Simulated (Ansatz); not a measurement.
```
atom    x (Å)    y (Å)    z (Å)
   C   0.3274  -1.4092   0.4988
   C   0.4314   0.0759   0.1921
   C   0.7950   0.3625  -1.2557
  In  -1.3867   1.1078   0.7488
  Cl  -2.1338   3.0751  -0.2550
  Cl  -2.8446   0.3854   2.4184
   H  -0.4255  -1.9006  -0.1232
   H   0.0737  -1.6050   1.5425
   H   1.2855  -1.9000   0.2909
   H   1.1797   0.5302   0.8503
   H   0.8762   1.4312  -1.4638
   H   1.7609  -0.0980  -1.4948
   H   0.0607  -0.0555  -1.9495
```

Geometry: PBE0-D4/def2-TZVP; core potentials replace the inner electrons of In.

These are results of Ansatz 0.2.0, RKS PBE0-D4/def2-TZVPP, not measurements.

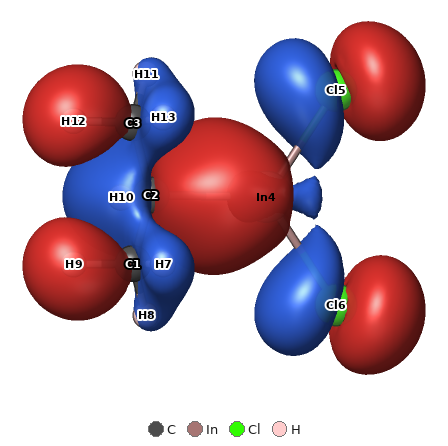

C3H7Cl2In (SMILES C[CH](C)[In]([Cl])[Cl]). The HOMO at ±0.06 Å⁻³ᐟ² (red and blue are the two phases), seen at a tilt.

> Describe this orbital and give its energy.

Its weight (Hirshfeld) is mainly on C2 (about 25 %), In4 (about 20 %), Cl5 (about 15 %) and Cl6 (about 15 %). Its energy is −7.85 eV.
